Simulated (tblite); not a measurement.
Geometry relaxation, with input and output: C2H7BF2GeO (part 2 of 4)

The same run, continued: C2H7BF2GeO; GFN2-xTB geometry optimisation, gas phase (tblite 0.8.0). It belongs to a series of runs on one base structure; here: H on Ge replaced by CH2OCH3.

Geometry of the input (Å):
```
C  2.2474  0.7334  -0.4462
O  0.9484  0.2052  -0.6724
C  0.4760  -0.3458  0.5473
Ge -1.3158  -1.0491  0.2279
B  -2.5483  0.4286  -0.3425
F  -3.9381  0.1461  -0.6428
F  -2.0420  1.7805  -0.4836
H  2.2158  1.5703  0.3005
H  2.6183  1.1519  -1.4006
H  2.9503  -0.0527  -0.1158
H  1.1085  -1.1803  0.8934
H  0.3832  0.4352  1.3350
H  -1.2567  -2.1405  -0.8581
H  -1.8476  -1.6833  1.5461
```

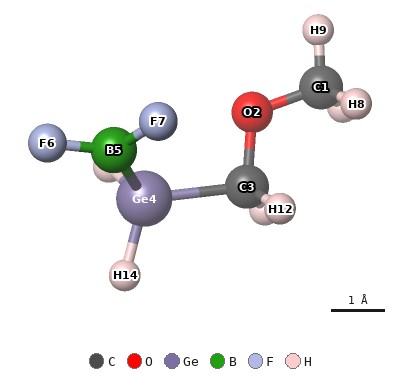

Fig. 1: The geometry at step 47 of the log (ball-and-stick view, seen at a tilt; atoms are numbered from 1 in the order of the input).

Trajectory as extended XYZ, continued:
```
14
Properties=species:S:1:pos:R:3:forces:R:3 step=29 energy=-669.72137
C     2.2142    0.7364   -0.4849    0.0080   0.0130  -0.0260
O     0.9386    0.1538   -0.5507   -0.0180   0.0050   0.0000
C     0.5006   -0.3895    0.6755   -0.0160   0.0040   0.0130
Ge   -1.3296   -1.0142    0.2227    0.0250  -0.0390   0.0280
B    -2.5533    0.4765   -0.3988    0.0100   0.0220   0.0080
F    -3.8056    0.2642   -0.7415    0.0240   0.0040  -0.0220
F    -2.2061    1.7400   -0.4574    0.0020   0.0200   0.0000
H     2.2379    1.5712    0.2255   -0.0380   0.0060   0.0240
H     2.4378    1.1056   -1.4822    0.0310   0.0250  -0.0530
H     2.9736    0.0035   -0.1875   -0.0130  -0.0410   0.0050
H     1.1702   -1.1940    1.0055   -0.0210   0.0010   0.0010
H     0.4988    0.3783    1.4615   -0.0090   0.0020   0.0130
H    -1.1673   -2.0902   -0.8056   -0.0040   0.0020   0.0230
H    -1.9103   -1.7420    1.4061    0.0200  -0.0240  -0.0140
14
Properties=species:S:1:pos:R:3:forces:R:3 step=31 energy=-669.72248
C     2.2090    0.7352   -0.4885   -0.0020   0.0120  -0.0170
O     0.9322    0.1543   -0.5499   -0.0110  -0.0070   0.0300
C     0.5032   -0.3880    0.6808   -0.0430  -0.0140   0.0150
Ge   -1.3276   -1.0128    0.2275    0.0300  -0.0640   0.0460
B    -2.5472    0.4790   -0.3950    0.0040   0.0210  -0.0180
F    -3.7942    0.2624   -0.7530    0.0010  -0.0030  -0.0190
F    -2.2044    1.7434   -0.4554    0.0170   0.0300   0.0120
H     2.2275    1.5694    0.2235    0.0120  -0.0080   0.0100
H     2.4350    1.1056   -1.4856    0.0110   0.0140  -0.0320
H     2.9653   -0.0026   -0.1923   -0.0150   0.0030   0.0090
H     1.1748   -1.1926    1.0087   -0.0300   0.0220  -0.0160
H     0.5026    0.3790    1.4689   -0.0010  -0.0090  -0.0270
H    -1.1634   -2.0841   -0.8071   -0.0060   0.0150   0.0340
H    -1.9135   -1.7487    1.4054    0.0320  -0.0100  -0.0280
14
Properties=species:S:1:pos:R:3:forces:R:3 step=34 energy=-669.72340
C     2.2026    0.7345   -0.4933   -0.0140  -0.0030   0.0060
O     0.9248    0.1530   -0.5450   -0.0050   0.0060  -0.0100
C     0.5028   -0.3886    0.6891   -0.0010   0.0040  -0.0130
Ge   -1.3241   -1.0146    0.2355   -0.0280   0.0250  -0.0060
B    -2.5403    0.4833   -0.3940    0.0140  -0.0010  -0.0120
F    -3.7823    0.2609   -0.7676    0.0160   0.0040  -0.0130
F    -2.2024    1.7496   -0.4513    0.0160  -0.0040   0.0190
H     2.2210    1.5675    0.2204    0.0350  -0.0040  -0.0060
H     2.4286    1.1051   -1.4919   -0.0250  -0.0100   0.0160
H     2.9574   -0.0056   -0.1979   -0.0060   0.0220   0.0020
H     1.1772   -1.1909    1.0125   -0.0080  -0.0100  -0.0020
H     0.5077    0.3782    1.4761   -0.0130   0.0100  -0.0110
H    -1.1576   -2.0759   -0.8055    0.0040  -0.0100   0.0110
H    -1.9160   -1.7571    1.4012    0.0150  -0.0300   0.0200
14
Properties=species:S:1:pos:R:3:forces:R:3 step=36 energy=-669.72400
C     2.1972    0.7342   -0.4960   -0.0030  -0.0060   0.0150
O     0.9197    0.1525   -0.5418   -0.0150   0.0140  -0.0340
C     0.5013   -0.3891    0.6934    0.0140   0.0140  -0.0180
Ge   -1.3245   -1.0144    0.2408   -0.0290   0.0370  -0.0250
B    -2.5347    0.4862   -0.3957    0.0050  -0.0090   0.0090
F    -3.7734    0.2606   -0.7786    0.0200   0.0170  -0.0190
F    -2.1992    1.7537   -0.4461    0.0120  -0.0230   0.0150
H     2.2224    1.5660    0.2176    0.0090   0.0290   0.0060
H     2.4211    1.1038   -1.4951   -0.0320  -0.0090   0.0060
H     2.9523   -0.0039   -0.2012    0.0230  -0.0200  -0.0020
H     1.1763   -1.1910    1.0146    0.0040  -0.0220   0.0050
H     0.5095    0.3783    1.4787   -0.0160   0.0200   0.0110
H    -1.1533   -2.0716   -0.8023    0.0040  -0.0200  -0.0050
H    -1.9155   -1.7658    1.3999    0.0030  -0.0220   0.0340
14
Properties=species:S:1:pos:R:3:forces:R:3 step=38 energy=-669.72461
C     2.1914    0.7336   -0.4977    0.0160  -0.0010   0.0130
O     0.9133    0.1541   -0.5420   -0.0010   0.0120  -0.0010
C     0.4997   -0.3879    0.6949   -0.0020   0.0070  -0.0020
Ge   -1.3267   -1.0133    0.2456    0.0060  -0.0150  -0.0050
B    -2.5278    0.4886   -0.3959   -0.0140  -0.0090   0.0200
F    -3.7620    0.2612   -0.7911    0.0010   0.0260  -0.0290
F    -2.1932    1.7562   -0.4397    0.0140  -0.0210   0.0120
H     2.2230    1.5649    0.2164   -0.0140   0.0330   0.0040
H     2.4141    1.1027   -1.4968   -0.0240  -0.0020  -0.0070
H     2.9459   -0.0050   -0.2035    0.0260  -0.0350  -0.0090
H     1.1753   -1.1906    1.0149   -0.0010   0.0020  -0.0040
H     0.5088    0.3806    1.4797   -0.0070   0.0060   0.0060
H    -1.1504   -2.0688   -0.7989   -0.0010  -0.0140  -0.0100
H    -1.9121   -1.7767    1.4023    0.0020   0.0100   0.0140
14
Properties=species:S:1:pos:R:3:forces:R:3 step=40 energy=-669.72508
C     2.1889    0.7332   -0.4976    0.0170   0.0060  -0.0020
O     0.9092    0.1566   -0.5428    0.0240   0.0050   0.0390
C     0.4985   -0.3862    0.6948   -0.0160  -0.0020   0.0120
Ge   -1.3280   -1.0139    0.2484    0.0210  -0.0490   0.0150
B    -2.5242    0.4890   -0.3942   -0.0190  -0.0090   0.0110
F    -3.7546    0.2636   -0.8013   -0.0170   0.0240  -0.0320
F    -2.1875    1.7558   -0.4345    0.0180  -0.0090   0.0160
H     2.2219    1.5661    0.2163   -0.0100  -0.0050  -0.0140
H     2.4086    1.1019   -1.4977   -0.0050   0.0010  -0.0020
H     2.9428   -0.0086   -0.2051   -0.0040   0.0030  -0.0150
H     1.1748   -1.1896    1.0140   -0.0090   0.0250  -0.0110
H     0.5073    0.3830    1.4797   -0.0010  -0.0110  -0.0060
H    -1.1494   -2.0685   -0.7975   -0.0060  -0.0070  -0.0060
H    -1.9089   -1.7830    1.4058    0.0060   0.0280  -0.0060
14
Properties=species:S:1:pos:R:3:forces:R:3 step=43 energy=-669.72619
C     2.1829    0.7328   -0.4995   -0.0190   0.0070  -0.0280
O     0.9008    0.1609   -0.5348   -0.0010  -0.0090   0.0060
C     0.4942   -0.3840    0.7025    0.0030  -0.0020   0.0130
Ge   -1.3285   -1.0200    0.2574   -0.0080  -0.0020  -0.0080
B    -2.5177    0.4897   -0.3907   -0.0090  -0.0120  -0.0180
F    -3.7363    0.2749   -0.8372   -0.0040   0.0130  -0.0130
F    -2.1725    1.7551   -0.4163    0.0150  -0.0200   0.0310
H     2.2212    1.5701    0.2099    0.0160  -0.0420  -0.0100
H     2.3859    1.0982   -1.5040    0.0410   0.0100  -0.0030
H     2.9375   -0.0133   -0.2162   -0.0250   0.0500  -0.0080
H     1.1726   -1.1868    1.0156    0.0120   0.0080   0.0150
H     0.5065    0.3853    1.4861   -0.0110  -0.0110   0.0230
H    -1.1424   -2.0668   -0.7946   -0.0080  -0.0120  -0.0080
H    -1.9048   -1.7967    1.4101   -0.0030   0.0230   0.0070
14
Properties=species:S:1:pos:R:3:forces:R:3 step=45 energy=-669.72697
C     2.1770    0.7332   -0.5037   -0.0290  -0.0020  -0.0180
O     0.8950    0.1623   -0.5274   -0.0460  -0.0080  -0.0490
C     0.4917   -0.3831    0.7104    0.0160   0.0000  -0.0030
Ge   -1.3288   -1.0244    0.2630   -0.0160   0.0360  -0.0330
B    -2.5140    0.4894   -0.3902    0.0060  -0.0110  -0.0250
F    -3.7241    0.2840   -0.8638    0.0100   0.0040   0.0000
F    -2.1621    1.7534   -0.4008    0.0080  -0.0270   0.0350
H     2.2226    1.5696    0.2036    0.0130   0.0050   0.0190
H     2.3726    1.0964   -1.5099    0.0370   0.0180  -0.0210
H     2.9327   -0.0112   -0.2256    0.0130   0.0050   0.0030
H     1.1717   -1.1849    1.0194    0.0280  -0.0170   0.0330
H     0.5058    0.3849    1.4942   -0.0190   0.0020   0.0370
H    -1.1370   -2.0660   -0.7930   -0.0070  -0.0150  -0.0040
H    -1.9036   -1.8041    1.4122   -0.0140   0.0090   0.0250
14
Properties=species:S:1:pos:R:3:forces:R:3 step=47 energy=-669.72807
C     2.1685    0.7342   -0.5098   -0.0050  -0.0040   0.0070
O     0.8851    0.1661   -0.5245   -0.0400   0.0020  -0.0430
C     0.4880   -0.3805    0.7156    0.0080  -0.0080  -0.0150
Ge   -1.3311   -1.0305    0.2676    0.0030   0.0240  -0.0230
B    -2.5094    0.4858   -0.3902    0.0210   0.0020  -0.0300
F    -3.7087    0.2982   -0.8967    0.0160  -0.0080   0.0100
F    -2.1444    1.7462   -0.3773   -0.0050  -0.0080   0.0340
H     2.2239    1.5671    0.1997   -0.0090   0.0440   0.0220
H     2.3649    1.0972   -1.5160    0.0030   0.0190  -0.0200
H     2.9242   -0.0097   -0.2347    0.0320  -0.0440   0.0030
H     1.1723   -1.1799    1.0226    0.0200  -0.0080   0.0270
H     0.4994    0.3860    1.5021   -0.0150  -0.0050   0.0040
H    -1.1357   -2.0698   -0.7911   -0.0070  -0.0140   0.0110
H    -1.8977   -1.8109    1.4209   -0.0210   0.0070   0.0130
14
Properties=species:S:1:pos:R:3:forces:R:3 step=49 energy=-669.72860
C     2.1657    0.7347   -0.5112    0.0130   0.0020   0.0070
O     0.8800    0.1697   -0.5280    0.0160   0.0050   0.0090
C     0.4859   -0.3786    0.7132   -0.0020  -0.0100  -0.0100
Ge   -1.3325   -1.0335    0.2679    0.0110  -0.0110   0.0020
B    -2.5068    0.4829   -0.3908    0.0210   0.0050  -0.0230
F    -3.7027    0.3045   -0.9078    0.0100  -0.0110   0.0060
F    -2.1352    1.7408   -0.3656   -0.0100   0.0180   0.0290
H     2.2230    1.5667    0.2013   -0.0150   0.0100  -0.0090
H     2.3667    1.0996   -1.5168   -0.0130   0.0070   0.0100
H     2.9201   -0.0127   -0.2359   -0.0040  -0.0150  -0.0090
H     1.1737   -1.1757    1.0222    0.0030   0.0130   0.0050
H     0.4931    0.3875    1.5012   -0.0080  -0.0140  -0.0240
H    -1.1392   -2.0747   -0.7897   -0.0050  -0.0160   0.0180
H    -1.8926   -1.8117    1.4281   -0.0170   0.0180  -0.0110
14
Properties=species:S:1:pos:R:3:forces:R:3 step=52 energy=-669.72949
C     2.1637    0.7357   -0.5125   -0.0030   0.0060  -0.0040
O     0.8759    0.1736   -0.5290    0.0410  -0.0150   0.0220
C     0.4838   -0.3794    0.7109    0.0060   0.0040   0.0070
Ge   -1.3320   -1.0382    0.2677   -0.0030  -0.0230  -0.0030
B    -2.4984    0.4806   -0.3975    0.0120   0.0160   0.0290
F    -3.6912    0.3112   -0.9237    0.0180  -0.0070  -0.0090
F    -2.1273    1.7381   -0.3421   -0.0180   0.0160   0.0080
H     2.2206    1.5696    0.1997    0.0070  -0.0410  -0.0160
H     2.3622    1.1036   -1.5183   -0.0080  -0.0090   0.0240
H     2.9163   -0.0174   -0.2418   -0.0330   0.0470  -0.0070
H     1.1765   -1.1698    1.0259    0.0020  -0.0010  -0.0290
H     0.4845    0.3854    1.4994   -0.0080   0.0170  -0.0090
H    -1.1422   -2.0845   -0.7837    0.0020  -0.0350   0.0060
H    -1.8932   -1.8089    1.4331   -0.0160   0.0250  -0.0190
14
Properties=species:S:1:pos:R:3:forces:R:3 step=54 energy=-669.73024
C     2.1604    0.7372   -0.5160   -0.0200  -0.0020  -0.0020
O     0.8741    0.1740   -0.5246   -0.0240  -0.0310  -0.0260
C     0.4834   -0.3816    0.7141    0.0060   0.0090   0.0150
Ge   -1.3305   -1.0431    0.2672    0.0010   0.0020  -0.0240
B    -2.4883    0.4805   -0.4042    0.0150   0.0160   0.0750
F    -3.6758    0.3179   -0.9434    0.0100  -0.0120  -0.0290
F    -2.1242    1.7383   -0.3158   -0.0130   0.0160  -0.0060
H     2.2201    1.5709    0.1936    0.0190  -0.0090   0.0310
H     2.3516    1.1061   -1.5216   -0.0030  -0.0030  -0.0160
H     2.9128   -0.0160   -0.2522    0.0170   0.0240   0.0150
H     1.1793   -1.1666    1.0324    0.0130  -0.0280  -0.0370
H     0.4778    0.3818    1.5026   -0.0080   0.0480   0.0110
H    -1.1407   -2.0955   -0.7765    0.0070  -0.0470  -0.0070
H    -1.9006   -1.8044    1.4327   -0.0200   0.0160   0.0000
14
Properties=species:S:1:pos:R:3:forces:R:3 step=56 energy=-669.73159
C     2.1479    0.7383   -0.5239   -0.0200  -0.0100   0.0010
O     0.8638    0.1727   -0.5158   -0.0680  -0.0150  -0.0460
C     0.4825   -0.3826    0.7263   -0.0070  -0.0020   0.0010
Ge   -1.3287   -1.0505    0.2715    0.0150   0.0180  -0.0270
B    -2.4706    0.4833   -0.4046   -0.0580   0.0180   0.0260
F    -3.6399    0.3286   -0.9896    0.0920   0.0050   0.0150
F    -2.1150    1.7405   -0.2756   -0.0240  -0.0160  -0.0070
H     2.2192    1.5705    0.1839    0.0020   0.0320   0.0590
H     2.3255    1.1061   -1.5315   -0.0020   0.0100  -0.0430
H     2.9030   -0.0127   -0.2706    0.0690  -0.0260   0.0270
H     1.1843   -1.1641    1.0396    0.0090  -0.0180  -0.0160
H     0.4715    0.3822    1.5140    0.0080   0.0270  -0.0030
H    -1.1319   -2.1066   -0.7681    0.0020  -0.0310  -0.0020
H    -1.9124   -1.8063    1.4327   -0.0190   0.0080   0.0150
14
Properties=species:S:1:pos:R:3:forces:R:3 step=58 energy=-669.73344
C     2.1356    0.7398   -0.5299    0.0090  -0.0090   0.0010
O     0.8519    0.1728   -0.5162   -0.0340   0.0170  -0.0120
C     0.4796   -0.3826    0.7295   -0.0140  -0.0120  -0.0160
Ge   -1.3258   -1.0624    0.2703    0.0070   0.0120   0.0050
B    -2.4497    0.4848   -0.4009   -0.0400   0.0190  -0.0150
F    -3.5936    0.3416   -1.0349    0.0430   0.0030   0.0010
F    -2.1069    1.7402   -0.2254   -0.0150  -0.0240   0.0080
H     2.2158    1.5691    0.1823   -0.0270   0.0060   0.0270
H     2.3061    1.1109   -1.5379    0.0020   0.0120  -0.0270
H     2.8929   -0.0127   -0.2841    0.0530  -0.0150   0.0140
H     1.1924   -1.1567    1.0388   -0.0140   0.0180   0.0140
H     0.4559    0.3874    1.5138    0.0390  -0.0280  -0.0280
H    -1.1315   -2.1345   -0.7551   -0.0020   0.0030   0.0080
H    -1.9235   -1.7981    1.4379   -0.0070  -0.0020   0.0180
14
Properties=species:S:1:pos:R:3:forces:R:3 step=61 energy=-669.73420
C     2.1282    0.7405   -0.5336    0.0050   0.0030  -0.0050
O     0.8409    0.1785   -0.5199    0.0390  -0.0020   0.0000
C     0.4743   -0.3820    0.7256    0.0070   0.0040  -0.0160
Ge   -1.3254   -1.0724    0.2715   -0.0260   0.0000   0.0140
B    -2.4358    0.4834   -0.4002   -0.0190   0.0130  -0.0120
F    -3.5595    0.3557   -1.0705    0.0140   0.0050  -0.0130
F    -2.0966    1.7338   -0.1855   -0.0210  -0.0180   0.0070
H     2.2098    1.5671    0.1841   -0.0160  -0.0310  -0.0110
H     2.2970    1.1166   -1.5417    0.0030  -0.0050   0.0240
H     2.8857   -0.0164   -0.2916   -0.0080   0.0350  -0.0060
H     1.1963   -1.1454    1.0379   -0.0080  -0.0080  -0.0020
H     0.4445    0.3888    1.5078    0.0300  -0.0060   0.0000
H    -1.1359   -2.1549   -0.7440   -0.0010   0.0100   0.0080
H    -1.9243   -1.7939    1.4481    0.0010  -0.0010   0.0120
14
Properties=species:S:1:pos:R:3:forces:R:3 step=63 energy=-669.73473
C     2.1227    0.7405   -0.5381   -0.0010   0.0030   0.0090
O     0.8363    0.1786   -0.5158    0.0070  -0.0340  -0.0230
C     0.4734   -0.3825    0.7303    0.0110   0.0040   0.0000
Ge   -1.3271   -1.0738    0.2765   -0.0060   0.0030   0.0070
B    -2.4305    0.4847   -0.4009   -0.0220   0.0020  -0.0160
F    -3.5402    0.3625   -1.0955    0.0230   0.0080  -0.0050
F    -2.0952    1.7328   -0.1679   -0.0260  -0.0100   0.0050
H     2.2069    1.5646    0.1797   -0.0080   0.0210   0.0090
H     2.2838    1.1160   -1.5469    0.0090   0.0090   0.0080
H     2.8841   -0.0123   -0.3001    0.0030  -0.0080  -0.0060
H     1.1958   -1.1448    1.0428    0.0020  -0.0320  -0.0180
H     0.4487    0.3865    1.5136    0.0090   0.0190   0.0070
H    -1.1303   -2.1551   -0.7393   -0.0070   0.0110   0.0090
H    -1.9291   -1.7981    1.4498    0.0040   0.0030   0.0140
14
Properties=species:S:1:pos:R:3:forces:R:3 step=65 energy=-669.73540
C     2.1143    0.7408   -0.5434   -0.0030   0.0040   0.0130
O     0.8296    0.1764   -0.5161   -0.0060  -0.0540  -0.0090
C     0.4721   -0.3828    0.7326    0.0100  -0.0120   0.0220
Ge   -1.3293   -1.0782    0.2828    0.0210   0.0110   0.0130
B    -2.4199    0.4864   -0.4001   -0.0050  -0.0050  -0.0190
F    -3.5030    0.3732   -1.1354   -0.0050   0.0070  -0.0180
F    -2.0968    1.7310   -0.1343   -0.0230  -0.0040   0.0100
H     2.1987    1.5612    0.1777    0.0000   0.0470   0.0090
H     2.2679    1.1186   -1.5520    0.0180   0.0260  -0.0020
H     2.8807   -0.0083   -0.3116   -0.0010  -0.0290  -0.0050
H     1.1966   -1.1436    1.0442    0.0020  -0.0350  -0.0270
H     0.4518    0.3866    1.5160   -0.0050   0.0200  -0.0090
H    -1.1266   -2.1632   -0.7282   -0.0160   0.0180   0.0080
H    -1.9369   -1.7986    1.4561    0.0140   0.0070   0.0150
```
